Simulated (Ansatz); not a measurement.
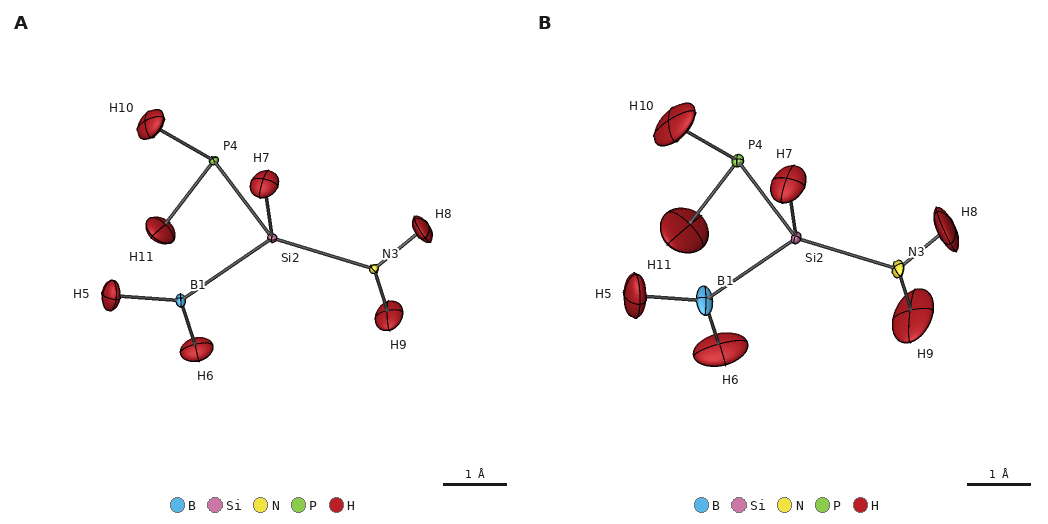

Displacement ellipsoids at the 50 % level, from the internal vibrations of the free molecule (harmonic, no overall translation or rotation; no half-axis is drawn under 0.075 Å). Vibrations computed with RKS PBE0-D4/def2-TZVP (Ansatz 0.2.0). One panel is for 0 K (zero-point motion alone), the other for 600 K.

> Which panel is for 600 K?

B.

> How much does the mean-square displacement of B1 grow, and why?

U_eq goes from 0.0035 to 0.0157 Å², a factor of 4.5. Modes below kT (417 cm⁻¹ at 600 K) grow about in proportion to T, and the lowest lies at 136 cm⁻¹; the mean-square amplitude of a mode is its zero-point value times coth(ħω/2kT), which comes close to 1 only above about 3kT.
